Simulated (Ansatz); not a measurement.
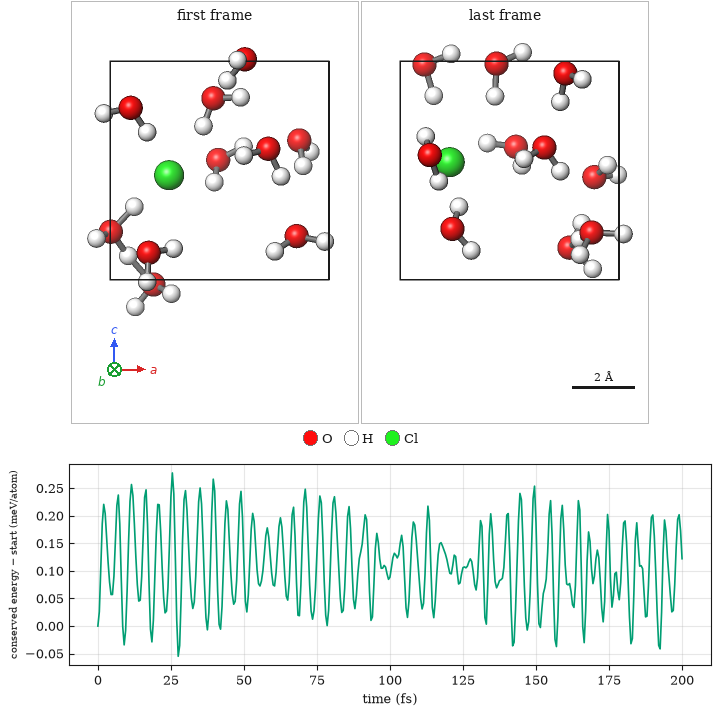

First-principles dynamics of a periodic cell with 10 H2O + 1 HCl at 1.025 g/cm³, 200 fs long. It starts from the last geometry of an earlier run, with fresh velocities. The picture is a ball-and-stick view of the simulation cell, seen along the b axis.

Method: DFT PBEsol, scalar-relativistic, plane waves, PAW (Ansatz 0.2.0). Run with plane-wave cutoff 420 eV; k-point mesh 1 × 1 × 1; Fermi-Dirac smearing 0.02 eV; low-accuracy preset; Nosé-Hoover thermostat (NVT); set temperature 400 K; time step 0.5 fs; thermostat time 200.0 fs.

Input
```yaml
accuracy: low
crystal:
  lattice:
    - [7.054004, 0.0, 0.0]
    - [0.0, 7.054004, 0.0]
    - [0.0, 0.0, 7.054004]
  atoms:
    - { symbol: O, position: [0.61126207, 0.14983985, 0.00487051] }
    - { symbol: H, position: [0.53151005, 0.20294694, -0.09170121] }
    - { symbol: H, position: [0.57811628, 0.01610733, 0.0013812] }
    - { symbol: O, position: [0.17148528, 0.22926558, 0.11984632] }
    - { symbol: H, position: [0.16432823, 0.17807102, -0.01290944] }
    - { symbol: H, position: [0.28541101, 0.29851453, 0.13909971] }
    - { symbol: O, position: [0.489269, 0.95509778, 0.54456805] }
    - { symbol: H, position: [0.60534529, 0.90583877, 0.60537326] }
    - { symbol: H, position: [0.47157287, 0.86346665, 0.44314852] }
    - { symbol: O, position: [0.19265175, 0.84650829, 0.97497269] }
    - { symbol: H, position: [0.11055426, 0.88357623, 0.87224246] }
    - { symbol: H, position: [0.27508729, 0.73278174, 0.93299525] }
    - { symbol: O, position: [0.46761652, 0.55892392, 0.82676182] }
    - { symbol: H, position: [0.59191738, 0.50182335, 0.83106308] }
    - { symbol: H, position: [0.42202359, 0.56439614, 0.69964949] }
    - { symbol: O, position: [0.08909579, 0.11665945, 0.78295093] }
    - { symbol: H, position: [0.16417738, 0.15103678, 0.67163388] }
    - { symbol: H, position: [-0.03338746, 0.18777468, 0.75719298] }
    - { symbol: O, position: [0.86029504, 0.80902708, 0.63383311] }
    - { symbol: H, position: [0.87770804, 0.73512125, 0.51754803] }
    - { symbol: H, position: [0.91058748, 0.92546298, 0.58222989] }
    - { symbol: O, position: [0.71834225, 0.27946124, 0.59568967] }
    - { symbol: H, position: [0.60680747, 0.19655093, 0.56480562] }
    - { symbol: H, position: [0.77653527, 0.31449933, 0.46917236] }
    - { symbol: O, position: [0.9981997, 0.71171858, 0.21625548] }
    - { symbol: H, position: [0.93277711, 0.57975509, 0.18536769] }
    - { symbol: H, position: [1.07781116, 0.79811102, 0.10585378] }
    - { symbol: O, position: [0.84845143, 0.3883847, 0.19614967] }
    - { symbol: H, position: [0.74862034, 0.32246029, 0.12659209] }
    - { symbol: H, position: [0.97696127, 0.31524936, 0.17133662] }
    - { symbol: Cl, position: [0.26492069, 0.57538087, 0.47476079] }
    - { symbol: H, position: [0.10556963, 0.68096613, 0.33073933] }
basis:
  ecutwfc: 420.0
kpoints:
  mp_grid: { grid: [1, 1, 1] }
hamiltonian:
  xc: pbesol
scf:
  occupations: { method: fermi_dirac, width: 0.02 }
  lower_state_search: "off"
md:
  timestep: 0.5
  n_steps: 400
  ensemble: nvt_nose_hoover
  temperature: 400.0
  initial_velocities: maxwell_boltzmann
  seed: 85721
  nose_hoover: { tau: 200.0, chain_length: 1 }
```

Launched with:
```bash
ansatz run input.yaml --threads 1 --pin off --max-ram 3072MiB --backend cpu --events-out ev --progress --plain --runs-dir out
```

Question: Check the integration.

Answer: The conserved quantity stays between −0.055 and 0.28 meV per atom of its start. A straight-line fit has a slope that amounts to −0.03 meV per atom over 200 fs (under 0.1 % of the mean kinetic energy), and the ripple about it is 1.1 % of the kinetic energy's fluctuation. With a drift under 2 % and a ripple under 7 %, the integration is accurate. Over the second half the temperature averages 435 K (spread ±47 K). The potential energy is still drifting at the end, so the run hasn't reached equilibrium. The potential energy in the second half lies on average 7.5 meV per atom below the first frame.

Limits of the set-up: the program's low-accuracy preset was used; the periodic images lie only 7.1 Å apart, so the values are limited by the cell's size.

Cost: 8.3 min on 1 thread of Arm Neoverse V2, with other jobs on the host, peak memory 0.4 GiB.
